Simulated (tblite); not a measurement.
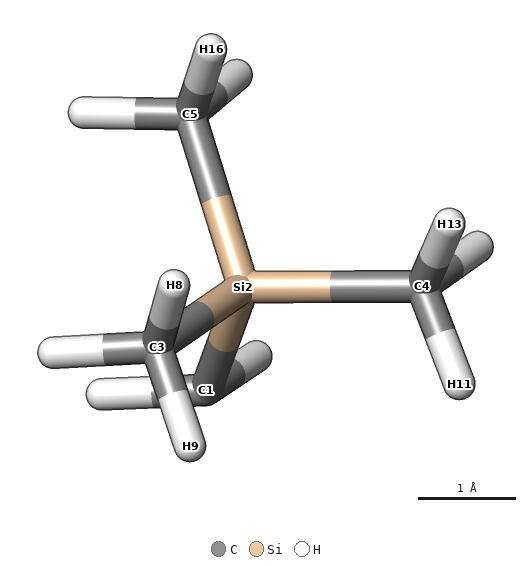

The input geometry (stick view, seen at a tilt; atoms are numbered from 1 in the order of the input). Bond lengths as drawn: C–H 1.08 to 1.13 Å and C–Si 1.86 to 1.91 Å.

## Geometry relaxation, with input and output: C4H11Si (part 1 of 3)

The run: geometry relaxation of C4H11Si, multiplicity 2, SMILES [CH2][Si](C)(C)C. Method and program: GFN2-xTB geometry optimisation, gas phase (tblite 0.8.0).

### What the program printed
```
step      E/eV     max force
  0    -429.31553    1.683
  1    -429.46319    1.217
  2    -429.51617    0.856
  3    -429.55398    0.562
  4    -429.60488    0.408
  5    -429.62562    0.358
  6    -429.63607    0.292
  7    -429.64296    0.245
  8    -429.64707    0.138
  9    -429.64984    0.113
 10    -429.65231    0.109
 11    -429.65474    0.126
 12    -429.65716    0.140
 13    -429.65940    0.122
 14    -429.66138    0.095
 15    -429.66330    0.127
 16    -429.66540    0.139
 17    -429.66789    0.141
 18    -429.67096    0.159
 19    -429.67462    0.201
 20    -429.67859    0.169
 21    -429.68216    0.163
 22    -429.68438    0.108
 23    -429.68520    0.052
 24    -429.68548    0.040
 25    -429.68567    0.047
 26    -429.68582    0.039
 27    -429.68595    0.031
 28    -429.68606    0.030
 29    -429.68622    0.043
 30    -429.68644    0.055
 31    -429.68668    0.046
 32    -429.68688    0.029
 33    -429.68703    0.032
 34    -429.68721    0.047
 35    -429.68747    0.067
 36    -429.68785    0.072
 37    -429.68824    0.054
 38    -429.68852    0.036
 39    -429.68869    0.026
 40    -429.68879    0.022
 41    -429.68883    0.014
 42    -429.68884    0.006
```

### Trajectory as extended XYZ (Å, eV, eV/Å), 43 frames, from step=0 to step=42
```
16
Properties=species:S:1:pos:R:3:forces:R:3 step=0 energy=-429.31553
C    -0.1660   -1.2382   -1.4197    1.3750  -0.1630   0.7820
Si   -0.0113    0.0093   -0.0241   -0.2670  -0.7560  -0.1440
C    -0.0271    1.7460   -0.6863   -0.6720   1.4240  -0.1000
C    -1.4191   -0.2166    1.1996   -0.6350  -0.5780   1.4480
C     1.6370   -0.2900    0.8904    0.8050   0.3030   0.2030
H    -0.1606   -2.2704   -1.0518   -0.3880   0.2480  -0.4640
H     0.6268   -1.1077   -2.1639   -0.6120  -0.1360  -0.1570
H     0.1038    2.5068    0.1161   -0.0920  -0.5230  -0.6210
H    -0.9991    1.9554   -1.1822    0.6420  -0.0350   0.3450
H     0.7435    1.9065   -1.4281    0.1020   0.0880  -0.0390
H    -2.3996   -0.0854    0.7252    0.3570   0.0120   0.2310
H    -1.4160   -1.2517    1.6510   -0.0060   1.0660  -0.4980
H    -1.3535    0.4902    2.0681   -0.1080  -0.5840  -0.8440
H     1.7062   -1.3081    1.2816    0.0090   0.3040  -0.0650
H     2.4799   -0.1366    0.1879   -0.4230  -0.1180   0.5120
H     1.7670    0.4235    1.7336   -0.0870  -0.5510  -0.5910
16
Properties=species:S:1:pos:R:3:forces:R:3 step=1 energy=-429.46319
C    -0.1464   -1.2406   -1.4085    1.0360  -0.0990   0.6310
Si   -0.0151   -0.0015   -0.0261   -0.2550  -0.0480   0.1460
C    -0.0367    1.7664   -0.6878   -0.0530   0.1940  -0.1250
C    -1.4282   -0.2248    1.2203   -0.2200  -0.1680   0.2940
C     1.6485   -0.2856    0.8933    0.1660  -0.0080   0.0290
H    -0.1661   -2.2668   -1.0584   -0.3580  -0.0370  -0.3480
H     0.6180   -1.1097   -2.1662   -0.3780  -0.0890  -0.3210
H     0.1025    2.4994    0.1072   -0.0500  -0.0640  -0.1940
H    -0.9899    1.9549   -1.1773    0.0970   0.1480   0.0650
H     0.7450    1.9078   -1.4287   -0.0150   0.1070   0.0420
H    -2.3945   -0.0852    0.7285    0.2010  -0.0010   0.2210
H    -1.4161   -1.2364    1.6439   -0.0550   0.3270  -0.1020
H    -1.3550    0.4819    2.0560   -0.0890  -0.2230  -0.3000
H     1.7063   -1.3038    1.2807    0.0440   0.2290  -0.0290
H     2.4739   -0.1383    0.1952   -0.0580  -0.0400   0.2240
H     1.7658    0.4156    1.7252   -0.0130  -0.2280  -0.2340
16
Properties=species:S:1:pos:R:3:forces:R:3 step=2 energy=-429.51617
C    -0.1201   -1.2431   -1.3927    0.7120  -0.0390   0.4730
Si   -0.0214   -0.0044   -0.0233   -0.0670   0.2170   0.2610
C    -0.0395    1.7742   -0.6908    0.1160  -0.2630  -0.0590
C    -1.4346   -0.2300    1.2304    0.0480   0.0930  -0.2770
C     1.6542   -0.2851    0.8944   -0.2090  -0.0620  -0.1000
H    -0.1750   -2.2670   -1.0673   -0.3200  -0.2460  -0.2390
H     0.6082   -1.1120   -2.1737   -0.1880  -0.0430  -0.4170
H     0.1012    2.4967    0.1014   -0.0170   0.1310   0.0080
H    -0.9862    1.9581   -1.1750   -0.1410   0.2060  -0.0750
H     0.7449    1.9103   -1.4278    0.0030   0.1020   0.0070
H    -2.3892   -0.0852    0.7340   -0.0400   0.0080   0.1220
H    -1.4173   -1.2266    1.6404   -0.0680  -0.2030   0.1450
H    -1.3572    0.4755    2.0473   -0.0620   0.0480   0.0740
H     1.7073   -1.2980    1.2799    0.0560   0.0460   0.0320
H     2.4716   -0.1395    0.2014    0.1460   0.0050   0.0210
H     1.7652    0.4092    1.7186    0.0310   0.0000   0.0260
16
Properties=species:S:1:pos:R:3:forces:R:3 step=3 energy=-429.55398
C    -0.0900   -1.2455   -1.3737    0.4860  -0.0910   0.2680
Si   -0.0262   -0.0031   -0.0169    0.1270   0.2950   0.2240
C    -0.0401    1.7758   -0.6936    0.1060  -0.3320  -0.0030
C    -1.4380   -0.2317    1.2327    0.1620   0.1110  -0.3580
C     1.6543   -0.2853    0.8933   -0.2860  -0.0300  -0.1130
H    -0.1866   -2.2717   -1.0774   -0.2750  -0.2850  -0.1720
H     0.5983   -1.1142   -2.1862   -0.1090  -0.0110  -0.3880
H     0.1000    2.4969    0.0974    0.0000   0.1770   0.0700
H    -0.9858    1.9638   -1.1747   -0.1830   0.1960  -0.1170
H     0.7452    1.9138   -1.4274    0.0230   0.0740  -0.0230
H    -2.3868   -0.0850    0.7395   -0.2290   0.0200   0.0150
H    -1.4193   -1.2239    1.6407   -0.0650  -0.3590   0.2070
H    -1.3598    0.4723    2.0429   -0.0420   0.1760   0.2460
H     1.7090   -1.2937    1.2801    0.0440  -0.0790   0.0610
H     2.4726   -0.1402    0.2059    0.1910   0.0220  -0.0710
H     1.7655    0.4050    1.7147    0.0500   0.1130   0.1540
16
Properties=species:S:1:pos:R:3:forces:R:3 step=4 energy=-429.60488
C    -0.0313   -1.2524   -1.3387    0.2260  -0.3060  -0.1320
Si   -0.0297    0.0040   -0.0031    0.3500   0.2100   0.0150
C    -0.0407    1.7746   -0.6977    0.0230  -0.1560   0.0370
C    -1.4406   -0.2339    1.2323    0.1240   0.0630  -0.1840
C     1.6501   -0.2851    0.8898   -0.1280   0.0370   0.0040
H    -0.2112   -2.2845   -1.0974   -0.1690  -0.0990  -0.1120
H     0.5796   -1.1181   -2.2139   -0.1210   0.0130  -0.1520
H     0.0981    2.5000    0.0916    0.0130   0.1540   0.0800
H    -0.9878    1.9765   -1.1762   -0.1190   0.1210  -0.1140
H     0.7466    1.9208   -1.4277    0.0130   0.0100  -0.0340
H    -2.3890   -0.0841    0.7479   -0.3420   0.0150  -0.0890
H    -1.4237   -1.2255    1.6445   -0.0470  -0.3300   0.1770
H    -1.3648    0.4706    2.0406   -0.0210   0.2100   0.3210
H     1.7123   -1.2892    1.2817    0.0030  -0.1630   0.0580
H     2.4773   -0.1410    0.2119    0.1300   0.0300  -0.1190
H     1.7668    0.4004    1.7116    0.0650   0.1920   0.2410
16
Properties=species:S:1:pos:R:3:forces:R:3 step=5 energy=-429.62562
C     0.0062   -1.2623   -1.3217    0.0690  -0.2760  -0.2170
Si   -0.0257    0.0104    0.0040    0.3130  -0.0220  -0.1670
C    -0.0414    1.7732   -0.6996   -0.0320   0.0580   0.0210
C    -1.4410   -0.2347    1.2311   -0.0040   0.0260   0.0040
C     1.6473   -0.2841    0.8886    0.0960   0.0590   0.1380
H    -0.2278   -2.2922   -1.1109   -0.0980   0.0020  -0.0810
H     0.5662   -1.1201   -2.2311   -0.1150   0.0080  -0.0330
H     0.0972    2.5037    0.0890    0.0120   0.0940   0.0410
H    -0.9900    1.9854   -1.1785   -0.0270   0.0520  -0.0750
H     0.7475    1.9247   -1.4283   -0.0140  -0.0230  -0.0200
H    -2.3954   -0.0834    0.7513   -0.2250  -0.0100  -0.0670
H    -1.4269   -1.2304    1.6490   -0.0320  -0.1470   0.0840
H    -1.3680    0.4724    2.0437   -0.0220   0.1060   0.2150
H     1.7141   -1.2890    1.2834   -0.0250  -0.1080   0.0260
H     2.4814   -0.1410    0.2138    0.0350   0.0240  -0.0730
H     1.7686    0.4006    1.7134    0.0680   0.1560   0.2040
16
Properties=species:S:1:pos:R:3:forces:R:3 step=6 energy=-429.63607
C     0.0263   -1.2719   -1.3166   -0.0250  -0.1340  -0.1470
Si   -0.0187    0.0125    0.0042    0.1590  -0.1610  -0.1850
C    -0.0422    1.7740   -0.7003   -0.0470   0.1460   0.0050
C    -1.4418   -0.2347    1.2308   -0.0560   0.0020   0.0840
C     1.6481   -0.2826    0.8909    0.2060   0.0580   0.1880
H    -0.2379   -2.2959   -1.1192   -0.0730  -0.0140  -0.0630
H     0.5574   -1.1211   -2.2403   -0.0760  -0.0050  -0.0470
H     0.0969    2.5071    0.0884    0.0060   0.0470   0.0060
H    -0.9914    1.9907   -1.1809    0.0280   0.0130  -0.0400
H     0.7476    1.9263   -1.4288   -0.0270  -0.0230  -0.0120
H    -2.4020   -0.0833    0.7522   -0.0730  -0.0290  -0.0140
H    -1.4291   -1.2349    1.6524   -0.0250   0.0240   0.0040
H    -1.3701    0.4747    2.0486   -0.0270  -0.0060   0.0790
H     1.7146   -1.2904    1.2846   -0.0270  -0.0310   0.0090
H     2.4839   -0.1407    0.2137   -0.0150   0.0170  -0.0090
H     1.7707    0.4032    1.7177    0.0710   0.0960   0.1440
16
Properties=species:S:1:pos:R:3:forces:R:3 step=7 energy=-429.64296
C     0.0395   -1.2806   -1.3156   -0.0790  -0.0340  -0.0900
Si   -0.0113    0.0110    0.0012    0.0070  -0.1660  -0.0880
C    -0.0434    1.7767   -0.7008   -0.0300   0.1100   0.0030
C    -1.4432   -0.2344    1.2317   -0.0460  -0.0050   0.0720
C     1.6525   -0.2806    0.8960    0.1810   0.0490   0.1580
H    -0.2464   -2.2992   -1.1261   -0.0570  -0.0340  -0.0590
H     0.5500   -1.1219   -2.2480   -0.0480  -0.0220  -0.0730
H     0.0968    2.5106    0.0881    0.0000   0.0190  -0.0130
H    -0.9921    1.9947   -1.1834    0.0460  -0.0060  -0.0170
H     0.7470    1.9270   -1.4294   -0.0300  -0.0080  -0.0100
H    -2.4076   -0.0839    0.7526    0.0510  -0.0380   0.0330
H    -1.4312   -1.2376    1.6550   -0.0200   0.1260  -0.0420
H    -1.3721    0.4761    2.0536   -0.0270  -0.0820  -0.0280
H     1.7144   -1.2918    1.2856   -0.0090   0.0300   0.0120
H     2.4855   -0.1400    0.2135   -0.0170   0.0170   0.0450
H     1.7736    0.4069    1.7235    0.0780   0.0440   0.0960
16
Properties=species:S:1:pos:R:3:forces:R:3 step=8 energy=-429.64707
C     0.0458   -1.2869   -1.3172   -0.0990   0.0210  -0.0530
Si   -0.0062    0.0075   -0.0020   -0.0650  -0.0950   0.0140
C    -0.0445    1.7796   -0.7009   -0.0030   0.0180   0.0090
C    -1.4444   -0.2340    1.2327   -0.0030  -0.0010   0.0150
C     1.6580   -0.2784    0.9020    0.0760   0.0410   0.0870
H    -0.2528   -2.3022   -1.1316   -0.0460  -0.0400  -0.0620
H     0.5446   -1.1228   -2.2545   -0.0370  -0.0360  -0.0830
H     0.0968    2.5135    0.0880   -0.0040   0.0050  -0.0180
H    -0.9919    1.9973   -1.1856    0.0380  -0.0110  -0.0050
H     0.7461    1.9273   -1.4301   -0.0250   0.0070  -0.0080
H    -2.4105   -0.0850    0.7535    0.0990  -0.0340   0.0460
H    -1.4329   -1.2375    1.6561   -0.0160   0.1290  -0.0460
H    -1.3738    0.4757    2.0566   -0.0210  -0.0960  -0.0690
H     1.7142   -1.2924    1.2866    0.0170   0.0600   0.0300
H     2.4865   -0.1392    0.2140    0.0090   0.0200   0.0760
H     1.7771    0.4105    1.7295    0.0820   0.0110   0.0660
16
Properties=species:S:1:pos:R:3:forces:R:3 step=9 energy=-429.64984
C     0.0472   -1.2908   -1.3201   -0.1000   0.0440  -0.0290
Si   -0.0037    0.0037   -0.0039   -0.0670  -0.0140   0.0700
C    -0.0451    1.7815   -0.7006    0.0180  -0.0600   0.0130
C    -1.4450   -0.2336    1.2333    0.0400   0.0040  -0.0430
C     1.6628   -0.2762    0.9076   -0.0280   0.0350   0.0200
H    -0.2577   -2.3048   -1.1362   -0.0380  -0.0320  -0.0670
H     0.5405   -1.1240   -2.2600   -0.0390  -0.0440  -0.0730
H     0.0968    2.5156    0.0879   -0.0070  -0.0050  -0.0180
H    -0.9913    1.9986   -1.1872    0.0220  -0.0130   0.0030
H     0.7451    1.9276   -1.4307   -0.0170   0.0140  -0.0040
H    -2.4109   -0.0863    0.7546    0.0850  -0.0190   0.0290
H    -1.4343   -1.2355    1.6561   -0.0090   0.0690  -0.0250
H    -1.3753    0.4740    2.0577   -0.0090  -0.0640  -0.0590
H     1.7144   -1.2918    1.2880    0.0380   0.0680   0.0500
H     2.4875   -0.1382    0.2156    0.0330   0.0260   0.0880
H     1.7811    0.4133    1.7350    0.0780  -0.0090   0.0450
16
Properties=species:S:1:pos:R:3:forces:R:3 step=10 energy=-429.65231
C     0.0450   -1.2931   -1.3239   -0.0880   0.0530  -0.0100
Si   -0.0026    0.0001   -0.0045   -0.0260   0.0540   0.0770
C    -0.0453    1.7819   -0.7000    0.0290  -0.1050   0.0110
C    -1.4446   -0.2332    1.2330    0.0650   0.0030  -0.0760
C     1.6663   -0.2735    0.9128   -0.0980   0.0280  -0.0290
H    -0.2621   -2.3073   -1.1410   -0.0330  -0.0120  -0.0690
H     0.5366   -1.1259   -2.2655   -0.0500  -0.0440  -0.0490
H     0.0966    2.5172    0.0874   -0.0080  -0.0180  -0.0160
H    -0.9902    1.9992   -1.1885    0.0060  -0.0170   0.0100
H     0.7438    1.9279   -1.4312   -0.0050   0.0120   0.0010
H    -2.4096   -0.0878    0.7558    0.0390   0.0010  -0.0080
H    -1.4356   -1.2324    1.6556    0.0020  -0.0180   0.0040
H    -1.3765    0.4714    2.0577    0.0070  -0.0100  -0.0260
H     1.7153   -1.2901    1.2902    0.0510   0.0640   0.0660
H     2.4890   -0.1368    0.2186    0.0470   0.0310   0.0890
H     1.7861    0.4156    1.7408    0.0620  -0.0200   0.0250
16
Properties=species:S:1:pos:R:3:forces:R:3 step=11 energy=-429.65474
C     0.0398   -1.2940   -1.3285   -0.0650   0.0480   0.0050
Si   -0.0020   -0.0029   -0.0041    0.0330   0.0900   0.0430
C    -0.0451    1.7807   -0.6992    0.0280  -0.1020   0.0000
C    -1.4430   -0.2329    1.2315    0.0590  -0.0090  -0.0680
C     1.6682   -0.2702    0.9175   -0.1140   0.0180  -0.0500
H    -0.2665   -2.3096   -1.1468   -0.0310   0.0160  -0.0660
H     0.5320   -1.1286   -2.2712   -0.0640  -0.0350  -0.0170
H     0.0963    2.5181    0.0867   -0.0070  -0.0340  -0.0130
H    -0.9888    1.9991   -1.1893   -0.0090  -0.0270   0.0180
H     0.7424    1.9282   -1.4317    0.0100   0.0020   0.0060
H    -2.4074   -0.0893    0.7567   -0.0130   0.0200  -0.0500
H    -1.4366   -1.2296    1.6549    0.0150  -0.0960   0.0250
H    -1.3775    0.4685    2.0569    0.0250   0.0440   0.0080
H     1.7171   -1.2870    1.2937    0.0520   0.0520   0.0750
H     2.4911   -0.1348    0.2235    0.0480   0.0350   0.0800
H     1.7921    0.4174    1.7468    0.0330  -0.0230   0.0030
16
Properties=species:S:1:pos:R:3:forces:R:3 step=12 energy=-429.65716
C     0.0327   -1.2937   -1.3332   -0.0350   0.0330   0.0130
Si   -0.0010   -0.0047   -0.0033    0.0790   0.0830  -0.0080
C    -0.0444    1.7780   -0.6984    0.0190  -0.0550  -0.0170
C    -1.4406   -0.2329    1.2293    0.0210  -0.0280  -0.0220
C     1.6684   -0.2665    0.9217   -0.0710   0.0060  -0.0390
H    -0.2714   -2.3114   -1.1539   -0.0340   0.0460  -0.0520
H     0.5261   -1.1320   -2.2771   -0.0770  -0.0150   0.0150
H     0.0959    2.5181    0.0855   -0.0040  -0.0490  -0.0070
H    -0.9873    1.9981   -1.1897   -0.0190  -0.0400   0.0240
H     0.7412    1.9285   -1.4321    0.0270  -0.0110   0.0070
H    -2.4050   -0.0905    0.7566   -0.0420   0.0330  -0.0800
H    -1.4373   -1.2281    1.6544    0.0280  -0.1340   0.0290
H    -1.3780    0.4662    2.0558    0.0400   0.0760   0.0210
H     1.7200   -1.2828    1.2987    0.0410   0.0340   0.0720
H     2.4939   -0.1320    0.2302    0.0370   0.0360   0.0610
H     1.7989    0.4187    1.7527   -0.0080  -0.0160  -0.0170
16
Properties=species:S:1:pos:R:3:forces:R:3 step=13 energy=-429.65940
C     0.0256   -1.2927   -1.3370   -0.0070   0.0160   0.0140
Si    0.0012   -0.0052   -0.0026    0.0830   0.0370  -0.0430
C    -0.0436    1.7748   -0.6982    0.0060   0.0110  -0.0340
C    -1.4382   -0.2336    1.2272   -0.0240  -0.0430   0.0330
C     1.6678   -0.2629    0.9250    0.0090  -0.0070  -0.0050
H    -0.2769   -2.3122   -1.1616   -0.0430   0.0680  -0.0270
H     0.5190   -1.1355   -2.2825   -0.0810   0.0130   0.0330
H     0.0954    2.5170    0.0842    0.0000  -0.0560   0.0020
H    -0.9862    1.9964   -1.1895   -0.0250  -0.0530   0.0240
H     0.7407    1.9286   -1.4323    0.0410  -0.0210   0.0010
H    -2.4032   -0.0909    0.7551   -0.0340   0.0320  -0.0850
H    -1.4374   -1.2287    1.6543    0.0360  -0.1160   0.0130
H    -1.3776    0.4651    2.0549    0.0460   0.0710   0.0080
H     1.7234   -1.2779    1.3047    0.0230   0.0140   0.0600
H     2.4972   -0.1287    0.2378    0.0230   0.0320   0.0360
H     1.8050    0.4195    1.7579   -0.0520   0.0020  -0.0290
16
Properties=species:S:1:pos:R:3:forces:R:3 step=14 energy=-429.66138
C     0.0202   -1.2916   -1.3396    0.0110   0.0040   0.0120
Si    0.0044   -0.0048   -0.0025    0.0470  -0.0230  -0.0440
C    -0.0426    1.7722   -0.6987   -0.0020   0.0570  -0.0410
C    -1.4366   -0.2350    1.2259   -0.0470  -0.0440   0.0620
C     1.6674   -0.2599    0.9278    0.0820  -0.0180   0.0290
H    -0.2831   -2.3118   -1.1693   -0.0550   0.0720   0.0030
H     0.5108   -1.1383   -2.2871   -0.0740   0.0420   0.0300
H     0.0950    2.5150    0.0830    0.0050  -0.0510   0.0130
H    -0.9858    1.9940   -1.1889   -0.0270  -0.0600   0.0170
H     0.7410    1.9284   -1.4325    0.0470  -0.0240  -0.0090
H    -2.4020   -0.0908    0.7524    0.0020   0.0190  -0.0650
H    -1.4368   -1.2315    1.6544    0.0340  -0.0610  -0.0120
H    -1.3766    0.4654    2.0540    0.0420   0.0380  -0.0210
H     1.7269   -1.2733    1.3112    0.0050  -0.0060   0.0430
H     2.5007   -0.1252    0.2453    0.0160   0.0260   0.0090
H     1.8093    0.4202    1.7617   -0.0870   0.0280  -0.0270
```
